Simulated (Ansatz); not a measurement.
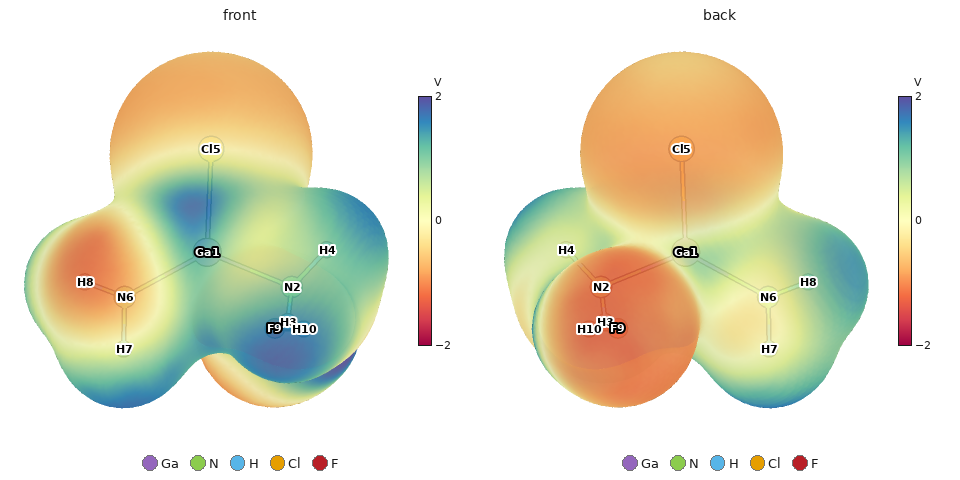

The picture shows: ClGaH$_{4}$N$_{2}$···HF. The molecular electrostatic potential painted on the density surface at 0.002 e/bohr³, seen from the front and from behind; red is negative and blue positive.

Not at a stationary point (largest force 1.0 eV/Å).

Computed with RKS B3LYP/def2-SVP in Ansatz 0.2.0.

```xyz
10

Ga   -0.0859    0.2213    0.1747
N    -0.0059    0.0031    2.0620
H    -0.8586    0.2198    2.5757
H     0.7802    0.4745    2.5064
Cl    1.7761    0.7400   -0.7938
N    -1.6301    0.1849   -0.7798
H    -2.4488   -0.2869   -0.4065
H    -1.5786    0.0712   -1.7881
F     0.3927   -2.5875    0.6899
H     0.3712   -2.1401    1.5061
```

Question: Describe the electrostatic potential map.

Answer: The most negative region (about −1.2 V, or −28 kcal/mol for a unit charge) lies over N6 and F9, the most positive (about +1.9 V, or +44 kcal/mol for a unit charge) over H10.
